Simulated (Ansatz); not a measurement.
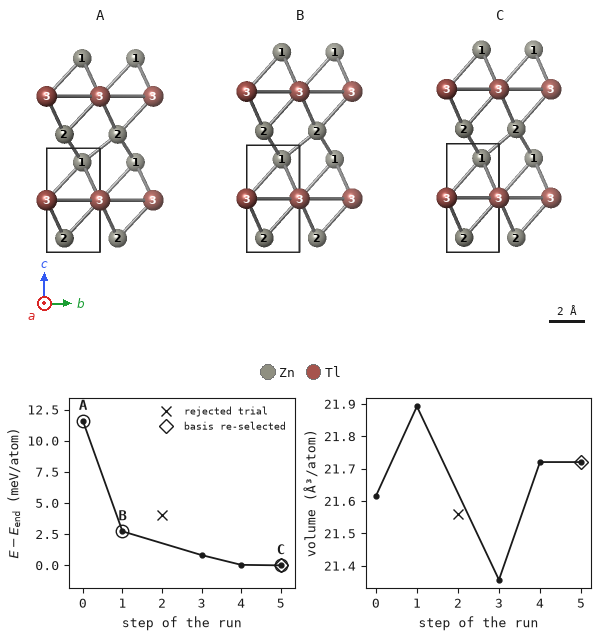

Frames of a relaxation of a crystal of TlZn₂ (a generated structure, set up in P-3m1) (coarse preliminary run), marked on the history of the run. Style: ball-and-stick. Shown: the cell of the calculation, repeated 1 × 2 × 2 with one cell outlined, along the a axis.

All numbers below come from DFT PBE, scalar-relativistic, plane waves, PAW in Ansatz. (plane-wave cutoff 420 eV; k-point mesh 6 × 6 × 4; occupations gaussian; smearing width 0.1 eV; no spin polarisation; cell and atoms relaxed; force threshold 0.04 eV/Å; at most 70 steps)

### What happens along the run?

The largest moves relative to the cell, 0.007 Å, are those of Zn1 and Zn2. Zn2 goes along +c. Tl stays in place. The volume changes by +0.5 %, with a = b 3.539 → 3.470 Å (−2.0 %), c 5.977 → 6.250 Å (+4.6 %). Near-neighbour distances that change, for instance: Tl3–Tl3 3.539 → 3.470 Å, Zn1–Tl3 2.993 → 3.035 Å, Zn1–Zn2 2.597 → 2.621 Å. Bond angles that change, for instance: Zn2–Zn1–Zn2 85.9° → 82.9°, Zn2–Zn1–Tl3 100.5° → 103.4°, Tl3–Zn1–Tl3 72.5° → 69.7°. The space group stays P-3m1 (No. 164). Over 3 accepted moves (5 points after the start) the energy falls by 11.6 meV per atom. Largest force component: 0.035 eV/Å at the start, 0.00063 eV/Å at the end. The pressure goes from 0.90 to −0.04 GPa. The line search rejected the trial step at point 2 of the run. At 1 point the geometry stayed and the basis and grid were re-selected for the new cell (energy shift of less than 0.05 meV per atom at most each time). From step 0 to 1: volume +1.3 %, energy −8.9 meV per atom. From step 1 to 5: Zn atoms move most (0.02 Å), volume −0.8 %, energy −2.7 meV per atom.
